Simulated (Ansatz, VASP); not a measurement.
## Rh (Rh(100)) in two plane-wave programs

Aim: how closely do two programs agree when they are given the same cell, functional and k mesh? The structure shown is the end of the VASP relaxation below.

Program: Ansatz 0.2.0. Level of theory: plane waves, with VASP 6.6.1 beside it; single point at PBE. Results are calculated unless marked as measured.

## 1. The starting structure

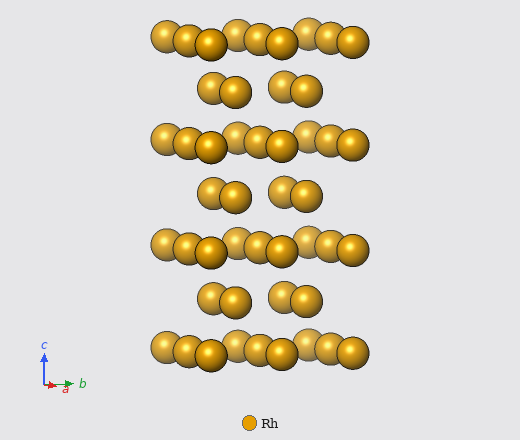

The cell as given, from the side, with the c axis up (rhodium orange). 2×2×1 cells are drawn. Some periodic images of atoms are drawn too.

The cell holds 7 atoms: 7 Rh. Cell: a = 2.703 Å, b = 2.703 Å, c = 26.470 Å, α = 90.0°, β = 90.0°, γ = 90.0°. It derives from Rh. As first built, before any earlier steps moved the atoms: 7 layers of fcc Rh, cut at this functional's lattice. Vacuum lies along c.

## 2. VASP: relaxation, PBE

This run makes the geometry at which the two programs are then compared.

Lines of VASP's logs that name or quote its potential files are left out, and so is its time.

Input file INCAR:

```
SYSTEM = Rh
PREC = Normal
ENCUT = 320
EDIFF = 1E-05
NELM = 120
ISMEAR = 1
SIGMA = 0.15
LREAL = .FALSE.
ALGO = Fast
GGA = PE
NBANDS = 39
LASPH = .TRUE.
LORBIT = 11
LWAVE = .FALSE.
LCHARG = .FALSE.
KPAR = 4
IBRION = 2
NSW = 40
ISIF = 2
EDIFFG = -0.03
POTIM = 0.4
MAXMIX = 40
```

Input file POSCAR:

```
Rh
1.0
    2.7034007371      0.0000000000      0.0000000000
    0.0000000000      2.7034007371      0.0000000000
    0.0000000000      0.0000000000     26.4695579610
Rh
7
Direct
    0.0000000000      0.0000000000      0.2833443600
    0.5000000000      0.5000000000      0.3555629100
    0.0000000000      0.0000000000      0.4277814500
    0.5000000000      0.5000000000      0.5000000000
    0.0000000000      0.0000000000      0.5722185500
    0.5000000000      0.5000000000      0.6444370900
    0.0000000000      0.0000000000      0.7166556400
```

Input file KPOINTS:

```
Automatic mesh
0
Gamma
11 11 1
0 0 0
```

PAW data sets: Rh (PBE family, release 64).

Command:

```bash
mpirun -np 4 vasp_std
```

Numbers of over 12 decimals in the logs are rounded to 6 here.

Log:

```text
[banner, memory and clock lines left out]
running    4 mpi-ranks, on    1 nodes
 distrk:  each k-point on    1 cores,    4 groups
 distr:  one band on    1 cores,    1 groups

 POSCAR found type information on POSCAR Rh
 POSCAR found :  1 types and       7 ions
 LDA part: xc-table for (Slater+PW92), standard interpolation
 POSCAR, INCAR and KPOINTS ok, starting setup
 FFT: planning ... GRIDC
 FFT: planning ... GRID_SOFT
 FFT: planning ... GRID
 WAVECAR not read
 entering main loop
       N       E                     dE             d eps       ncg     rms          rms(c)
DAV:   1     0.304862991498E+03    0.30486E+03   -0.22743E+04  1646   0.976E+02
DAV:   2    -0.359584995041E+02   -0.34082E+03   -0.31819E+03  1891   0.259E+02
DAV:   3    -0.515009751614E+02   -0.15542E+02   -0.14347E+02  2228   0.505E+01
DAV:   4    -0.521088725965E+02   -0.60790E+00   -0.59247E+00  1971   0.970E+00
DAV:   5    -0.521436984741E+02   -0.34826E-01   -0.34297E-01  2373   0.198E+00    0.244E+01
RMM:   6    -0.496877462754E+02    0.24560E+01   -0.89220E+00  1649   0.167E+01    0.122E+01
RMM:   7    -0.897555853677E+02   -0.40068E+02   -0.47576E+01  2239   0.225E+01    0.459E+01
RMM:   8    -0.608978730847E+02    0.28858E+02   -0.10845E+01  1738   0.123E+01    0.290E+01
RMM:   9    -0.538097194522E+02    0.70882E+01   -0.63659E+00  1715   0.101E+01    0.219E+01
RMM:  10    -0.490283576405E+02    0.47814E+01   -0.47145E+00  1752   0.725E+00    0.680E+00
RMM:  11    -0.491349448861E+02   -0.10659E+00   -0.11540E+00  1771   0.352E+00    0.664E+00
RMM:  12    -0.487911420007E+02    0.34380E+00   -0.20153E-01  1759   0.148E+00    0.360E+00
RMM:  13    -0.487223696995E+02    0.68772E-01   -0.60333E-02  1817   0.713E-01    0.202E+00
RMM:  14    -0.487247691311E+02   -0.23994E-02   -0.35416E-02  1791   0.630E-01    0.191E+00
RMM:  15    -0.487110223700E+02    0.13747E-01   -0.49389E-02  1795   0.648E-01    0.138E+00
RMM:  16    -0.486953024656E+02    0.15720E-01   -0.62189E-03  1723   0.296E-01    0.214E-01
RMM:  17    -0.486957128435E+02   -0.41038E-03   -0.13740E-03  1824   0.125E-01    0.264E-01
RMM:  18    -0.486958243232E+02   -0.11148E-03   -0.49370E-04  1742   0.906E-02    0.285E-01
RMM:  19    -0.486952364987E+02    0.58782E-03   -0.96501E-04  1807   0.810E-02    0.109E-01
RMM:  20    -0.486951630005E+02    0.73498E-04   -0.88108E-05  1471   0.350E-02    0.408E-02
RMM:  21    -0.486952195809E+02   -0.56580E-04   -0.66805E-05  1375   0.279E-02    0.598E-02
RMM:  22    -0.486952185389E+02    0.10421E-05   -0.20977E-05  1031   0.161E-02
   1 F= -.48695219E+02 E0= -.48693823E+02  d E =-.486952E+02
[... from here on, the cycles between the ionic steps are left out ...]
   2 F= -.48727762E+02 E0= -.48726528E+02  d E =-.325432E-01
   3 F= -.48737443E+02 E0= -.48736359E+02  d E =-.422249E-01
   4 F= -.48737508E+02 E0= -.48736438E+02  d E =-.422896E-01
   5 F= -.48739200E+02 E0= -.48738201E+02  d E =-.169207E-02
   6 F= -.48739747E+02 E0= -.48738813E+02  d E =-.223871E-02
   7 F= -.48739799E+02 E0= -.48738883E+02  d E =-.229088E-02
   8 F= -.48740425E+02 E0= -.48739536E+02  d E =-.625561E-03
 ZBRENT: can't locate minimum, use default step
 trial-energy change:   -0.000626  1 .order   -0.000591   -0.000649   -0.000534
 step:   5.5648(harm=  7.8265)  dis= 0.01379  next Energy=   -48.741625 (dE=-0.183E-02)
 bond charge predicted
       N       E                     dE             d eps       ncg     rms          rms(c)
DAV:   1    -0.487413998135E+02   -0.97134E-03   -0.18107E+00  1638   0.558E+00    0.227E-01
RMM:   2    -0.487416445384E+02   -0.24472E-03   -0.76399E-03  1646   0.650E-01    0.145E-02
RMM:   3    -0.487417600437E+02   -0.11551E-03   -0.96903E-04  1663   0.221E-01    0.897E-03
RMM:   4    -0.487417826983E+02   -0.22655E-04   -0.24394E-04  1758   0.862E-02    0.617E-03
RMM:   5    -0.487417888872E+02   -0.61889E-05   -0.54848E-05  1268   0.364E-02
   9 F= -.48741789E+02 E0= -.48740983E+02  d E =-.198986E-02
 curvature:  -4.26 expect dE=-0.344E-03 dE for cont linesearch -0.191E-03
 trial: gam=-0.13603 g(F)=  0.806E-04 g(S)=  0.000E+00 ort = 0.161E-03 (trialstep = 0.223E+01)
 search vector abs. value=  0.475E-04
 reached required accuracy - stopping structural energy minimisation
```

Parts of OUTCAR (step 2):

```text
ion  position               nearest neighbor table
   1  0.000  0.000  0.283-   2 2.70   2 2.70   2 2.70   2 2.70
   2  0.500  0.500  0.356-   3 2.70   3 2.70   3 2.70   3 2.70   1 2.70   1 2.70   1 2.70   1 2.70

  LATTYP: Found a simple tetragonal cell.
 ALAT       =     2.7034007371
 C/A-ratio  =     9.7912076437

 Subroutine GETGRP returns: Found 16 space group operations
 (whereof 16 operations were pure point group operations)

The static configuration has the point symmetry D_4h.

 Found     21 irreducible k-points:

   k-points           NKPTS =     21   k-points in BZ     NKDIM =     21   number of bands    NBANDS=     39

   dimension x,y,z NGX =    12 NGY =   12 NGZ =  120
   dimension x,y,z NGXF=    24 NGYF=   24 NGZF=  240

   ENCUT  =  320.0 eV  23.52 Ry    4.85 a.u.   3.94  3.94 38.61*2*pi/ulx,y,z

   NELECT =      63.0000    total number of electrons

 k-points in reciprocal lattice and weights: Automatic mesh
   0.00000000  0.00000000  0.00000000       0.008
   0.09090909  0.00000000  0.00000000       0.033
   0.18181818  0.00000000  0.00000000       0.033
   0.27272727  0.00000000  0.00000000       0.033
   0.36363636  0.00000000  0.00000000       0.033
   0.45454545  0.00000000  0.00000000       0.033
   0.09090909  0.09090909  0.00000000       0.033
   0.18181818  0.09090909  0.00000000       0.066
   0.27272727  0.09090909  0.00000000       0.066
[...]
0.45454545  0.36363636  0.00000000       0.066
   0.45454545  0.45454545  0.00000000       0.033

 average (electrostatic) potential at core
       1 -69.6940       2 -70.3711       3 -70.2660       4 -70.2016       5 -70.2660
       6 -70.3711       7 -69.6940

 E-fermi :   3.3118

 k-point     1 :       0.0000    0.0000    0.0000
  band No.  band energies     occupation
    ...
     29       2.5104      2.00000
     30       2.8324      2.00006
     31       3.0637      2.04122
     32       3.0637      2.04122
     33       3.2101      1.90364
     34       3.5908     -0.02443
     35       3.7657     -0.00016
     36       3.7657     -0.00016
     37       3.8526     -0.00000
     38       3.8634     -0.00000
    ...

 k-point     2 :       0.0909    0.0000    0.0000
  band No.  band energies     occupation
    ...
     29       2.5332      2.00000
     30       2.7522      2.00000
     31       2.8735      2.00029
     32       2.8868      2.00046
     33       3.3134      0.98190
     34       3.3785      0.32319
     35       3.4236      0.05047
     36       3.4432     -0.01414
     37       3.7345     -0.00050
     38       3.7470     -0.00032
    ...

 k-point     3 :       0.1818    0.0000    0.0000
  band No.  band energies     occupation
    ...
     31       2.5895      2.00000
     32       2.6030      2.00000
     33       2.9850      2.00862
     34       3.1446      2.06659
     35       3.2795      1.35534
     36       3.5539     -0.04483
     37       3.8437     -0.00001
     38       4.0519     -0.00000
     39       4.0653     -0.00000

  Total       -2.6753032     -2.6753032     -0.9904191      0.0000000     -0.0000000      0.0000000
  in kB      -22.1572595    -22.1572595     -8.2027982      0.0000000     -0.0000000      0.0000000
  external PRESSURE =     -17.5057724 kB  Pullay stress =       0.0000000 kB

  energy-cutoff  :      320.00
  volume of cell :      193.45
      direct lattice vectors                 reciprocal lattice vectors
     2.703400737  0.000000000  0.000000000     0.369904464  0.000000000  0.000000000
     0.000000000  2.703400737  0.000000000     0.000000000  0.369904464  0.000000000
     0.000000000  0.000000000 26.469557961     0.000000000  0.000000000  0.037779248

 POSITION                                       TOTAL-FORCE (eV/Angst)
 -----------------------------------------------------------------------------------
      0.00000      0.00000      7.56240         0.000000     -0.000000      0.003527
      1.35170      1.35170      9.39606        -0.000000      0.000000      0.027135
      0.00000      2.70340     11.31112        -0.000000      0.000000      0.017198
      1.35170      1.35170     13.23478        -0.000000      0.000000     -0.000000
      0.00000      0.00000     15.15844        -0.000000      0.000000     -0.017198
      1.35170      1.35170     17.07349         0.000000      0.000000     -0.027135
      0.00000      2.70340     18.90715        -0.000000     -0.000000     -0.003527
 -----------------------------------------------------------------------------------
    total drift:                                0.000000      0.000000      0.000000

  FREE ENERGIE OF THE ION-ELECTRON SYSTEM (eV)
  ---------------------------------------------------
  free  energy   TOTEN  =       -48.7417888872 eV

  energy  without entropy=      -48.7393701783  energy(sigma->0) =      -48.74098265

 reached required accuracy - stopping structural energy minimisation

 total charge
# of ion       s       p       d       tot
------------------------------------------
    1        0.462   0.382   7.390   8.235
    2        0.503   0.583   7.340   8.426
    3        0.497   0.558   7.344   8.399
    4        0.496   0.553   7.349   8.398
    5        0.497   0.558   7.344   8.399
    6        0.503   0.583   7.340   8.426
    7        0.462   0.382   7.390   8.235
--------------------------------------------------
tot          3.422   3.598  51.498  58.518

[... 3 further parts left out ...]
```

CONTCAR:

```
Rh
   1.00000000000000
     2.7034007371000000    0.0000000000000000    0.0000000000000000
     0.0000000000000000    2.7034007371000000    0.0000000000000000
     0.0000000000000000    0.0000000000000000   26.4695579609999996
  Rh
     7
Direct
     0.0000000000000000    0.0000000000000000    0.2857019699195253
     0.5000000000000000    0.5000000000000000    0.3549762543838653
     0.0000000000000000    1.0000000000000000    0.4273256705356696
     0.5000000000000000    0.5000000000000000    0.5000000000000000
     0.0000000000000000    0.0000000000000000    0.5726743294643304
     0.5000000000000000    0.5000000000000000    0.6450237456161344
     0.0000000000000000    1.0000000000000000    0.7142980300804748
```

## 3. Ansatz: single point, PBE

Ansatz runs on its default PAW (the set named soft_2) files.

The same cell, functional, mesh and smearing now go to Ansatz, which takes its cutoff from its data sets.

Input file input.yaml:

```yaml
crystal:
  lattice:
    - [2.70340074, 0.0, 0.0]
    - [0.0, 2.70340074, 0.0]
    - [0.0, 0.0, 26.46955796]
  atoms:
    - { symbol: Rh, position: [0.0, 0.0, 0.28570197] }
    - { symbol: Rh, position: [0.5, 0.5, 0.35497625] }
    - { symbol: Rh, position: [0.0, 0.0, 0.42732567] }
    - { symbol: Rh, position: [0.5, 0.5, 0.5] }
    - { symbol: Rh, position: [0.0, 0.0, 0.57267433] }
    - { symbol: Rh, position: [0.5, 0.5, 0.64502375] }
    - { symbol: Rh, position: [0.0, 0.0, 0.71429803] }
hamiltonian:
  xc: pbe
  pseudopotentials: { kind: paw }
kpoints:
  mp_grid: { grid: [11, 11, 1] }
scf:
  occupations: { method: methfessel_paxton, width: 0.15 }
  n_extra_bands: 5
output:
  forces: true
  eigenvalues: true
```

Command:

```bash
ansatz run input.yaml --threads 4 --pin off --max-ram 9216MiB --backend cpu --events-out ev --progress --plain --runs-dir out
```

Log:

```text
scf.n_extra_bands = 5 over 60 filled bands (N_el = 119.0): the run solves 65 bands
Engine: ansatz 0.2.0, aarch64-unknown-linux-gnu
Pseudopotentials: kind: paw
Pseudopotential: Rh, paw, valence charge 17, recommended cutoff 420 eV (normal), Rh.paw.azcp
Functional definition: PBE
  parameter kappa = 0.804
  parameter beta = 0.066725
  exchange = pbe_x(kappa = kappa, mu = beta*pi^2/3)
  correlation = pbe_c(beta = beta)
Crystal: 7 atoms, lattice volume = 193.449 Å³
Basis set: ecut = 420 eV, 3869 PW (Γ), exchange–correlation on 40×40×360 points (8 copies of the dense FFT grid, shifted against one another)
Bands: 65, of which v1, the nominal top of the filled ones, is band 60 counted from 1 (59 counted from 0)
Symmetry: 16 space group operations
Space group: P4/mmm (ITA 123), of the structure as read, at distance tolerance 5.8e-5 Å
k-points: 21 of 121
Non-local potential: Rh, projectors of the file, l = 0: 3, l = 1: 2, l = 2: 2, l = 3: 1
PAW form: soft (Blöchl's): semilocal exchange-correlation on the pseudo side does not see the compensation charge
PAW one-centre angular grid: Rh, 590 points (default); XC on 64 Gauss nodes
Initial density: superposition of atomic densities (neutral atoms: chi_scale 0, normalization atom), corrected by the library's trained network
Initial wavefunctions: pseudopotential atomic-orbital guess
Functional: x = pbe(κ = 0.804, μ = 0.219515), c = pbe(β = 0.066725)
SCF iter   1: F=—  HF=-44818.033396 eV  |F-HF|=—  |Δ(HF+E_count)|=         —  Δρ=6.75e-3  dr2=3.19e-1  ethr=1.77e-3  ⟨swp⟩=7.4  Hψ=5982  notcnv=0
preconditioner: auto → LDOS  [metal: Δε(μ)=0.021 eV  Ē_g=3.597 eV  σ=0.150 eV  W_gap=0.12  n_scr=56 (ndim 8)  ℏωp=21.2 eV  f_vac=0.453  D(μ)=11.26/eV (n_scr^D=102)  β→1.0]
SCF iter   2: F=—  HF=-44818.024979 eV  |F-HF|=—  |Δ(HF+E_count)|=   8.42e-3  S|Δr|=    0.00e0  Δρ=3.71e-3  dr2=2.53e-2  ethr=2.68e-4  ⟨swp⟩=1.3  Hψ=1769  notcnv=0
SCF iter   3: F=—  HF=-44818.023580 eV  |F-HF|=—  |Δ(HF+E_count)|=   1.40e-3  S|Δr|=    0.00e0  Δρ=2.02e-3  dr2=1.02e-2  ethr=2.13e-5  ⟨swp⟩=3.4  Hψ=3072  notcnv=0
SCF iter   4: F=—  HF=-44818.022036 eV  |F-HF|=—  |Δ(HF+E_count)|=   1.54e-3  S|Δr|=    0.00e0  Δρ=8.81e-4  dr2=1.50e-3  ethr=8.53e-6  ⟨swp⟩=2.0  Hψ=1945  notcnv=0
SCF iter   5: F=—  HF=-44818.021822 eV  |F-HF|=—  |Δ(HF+E_count)|=   2.14e-4  S|Δr|=    0.00e0  Δρ=1.74e-4  dr2=1.12e-4  ethr=1.26e-6  ⟨swp⟩=2.1  Hψ=2002  notcnv=0
SCF iter   6: F=—  HF=-44818.021830 eV  |F-HF|=—  |Δ(HF+E_count)|=   7.77e-6  S|Δr|=    0.00e0  Δρ=3.77e-5  dr2=7.16e-6  ethr=9.44e-8  ⟨swp⟩=2.3  Hψ=2137  notcnv=0
SCF iter   7: F=—  HF=-44818.021801 eV  |F-HF|=—  |Δ(HF+E_count)|=   2.90e-5  S|Δr|=    0.00e0  Δρ=1.72e-5  dr2=1.22e-6  ethr=6.02e-9  ⟨swp⟩=2.4  Hψ=2161  notcnv=0
SCF iter   8: F=-44818.021802 eV  HF=-44818.021802 eV  |F-HF|=1.23e-7  |Δ(HF+E_count)|=   1.16e-6  S|Δr|=    0.00e0  Δρ=4.60e-6  dr2=5.44e-8  ethr=8.40e-11  ⟨swp⟩=5.7  Hψ=7107  notcnv=0
SCF 1 converged in 8 iterations: F = -44818.021802 eV  dr2 = 5.44e-8
  greatest PAW one-centre occupation: 1.000 electrons in one spin orbital (limit 2), on the Rh atom at site 5 (counted from 0), in its partial waves of l = 0
SCF converged after 8 iterations
Stability not checked: this state was not tested for a lower state beside it, because cold or Methfessel-Paxton smearing, or corrected tetrahedra, fill the levels in a way that the test cannot read (fill_not_monotonic; see scf.lower_state_search)
Free energy (F): -44818.021802 eV
Harris-Foulkes:  -44818.021802 eV  (|F-HF|=1.23e-7)
Internal energy: -44818.019256 eV  (E = F + TS)
E sigma→0 (E₀):  -44818.021166 eV
Entropy (-TS):   -0.002547 eV (-0.364 meV/atom)
Fermi energy:    8.619093 eV
--- Per-component energies (eV) ---
  E_band       = -2208.553523
  E_kinetic    = 4008.737727
  E_local      = -204697.042827  (includes V_loc(G=0)·N_el)
  E_nonlocal   = 2486.609573
  E_hartree    = 99918.954742
  E_xc         = -1549.387708
  E_vxc        = -1944.526551  (∫ρ·V_xc dr)
  E_paw        = -25109.984482  (= ΣΔE_a)
  E_vpaw       = -1900.227135  (= ΣTr[D̂ρ^β])
  E_aug_tail   = 0.006039  (compensation charges beyond the density's cutoff)
  E_ewald      = 80124.087680
  E_smearing   = -0.002547  (= −TS)
  E_closure    = -0.000000  (closes the sum)
  Σ components = -44818.021802   (vs F -44818.021802, Δ=0.00e0)
--- Forces (eV/Å), atoms counted from 1 ---
  atom   1  Rh    -0.00000000     0.00000000    -0.06355408
  atom   2  Rh    -0.00000000     0.00000000     0.05122853
  atom   3  Rh     0.00000000     0.00000000     0.02358267
  atom   4  Rh     0.00000000    -0.00000000     0.00000000
  atom   5  Rh    -0.00000000     0.00000000    -0.02358267
  atom   6  Rh     0.00000000     0.00000000    -0.05122853
  atom   7  Rh     0.00000000     0.00000000     0.06355408
  max |Σ_I F_I| component: 8.01e-28 eV/Å
--- Band table (eV; the first three rows and the last of 21) ---
  k-point 0: bands = [... 56 lower, 7.8144, 8.1377, 8.3713, 8.3713, 8.5166, 8.8989, 9.0758, 9.0758, ... 1 higher]
  k-point 1: bands = [... 56 lower, 7.8363, 8.0568, 8.1802, 8.1897, 8.6200, 8.6851, 8.7284, 8.7520, ... 1 higher]
  k-point 2: bands = [... 56 lower, 7.6725, 7.7678, 7.8944, 7.9082, 8.2886, 8.4516, 8.5876, 8.8624, ... 1 higher]
  k-point 20: bands = [... 56 lower, 9.2188, 9.3640, 9.4109, 9.4569, 9.4927, 9.8537, 9.8917, 12.0687, ... 1 higher]
```

The job ended after 5.5 s (4 threads of Arm Neoverse V1, shared host; peak memory 0.68 GiB; 21 s of CPU time).

The column dr2 measures how far the density is from self-consistency, as an energy; F and HF (Harris–Foulkes) agree once it is small.

## 4. Side by side

Known differences besides the PAW data sets themselves: the data sets hold 119 valence electrons in Ansatz (default PAW (the set named soft_2) files) and 63 in VASP; the cutoff is 420 eV in Ansatz and 320 eV in VASP (PREC = Normal). Total energies have different zeros and are not compared.

At this near-relaxed geometry the largest component of a force difference is 67 meV/Å.

## 5. Further runs

The difference is large enough to ask for its cause, so further runs change the set-up of one program at a time, as the table lists.

```tsv
run	r.m.s. force difference (meV/Å)
as above	22
Ansatz's larger PAW set (cutoff 640 eV)	22
norm-conserving potentials (cutoff 1197 eV)	23
```

## 6. Outcome

| Item | Value |
| --- | --- |
| r.m.s. force difference (single point, PBE) | 22 meV/Å |

In words: The r.m.s. force difference is 22 meV/Å (single point, PBE), beyond the 12 meV/Å picked in this series as the mark of a large difference. For single point, PBE: no further run halves the r.m.s. force difference; only Ansatz's side was varied, and Ansatz's runs with other potentials lie closer to each other than to VASP, which for this quantity points to VASP's side; this was not tested here. Differences of this kind measure data sets and numerical settings, not the functional's error against experiment.

[Lines on the potential files, build, host, timing and source positions are cut from VASP's logs without a mark.]

[Logs are printed without paths, hosts, clocks, repeated set-up lines and the standing remarks that a program may print on its own settings, such as how far it seeks lower states.]

[Hosts, paths, dates, database ids (printed as entryN), source tags and the programs' standing remarks are cut or masked in the printed files.]
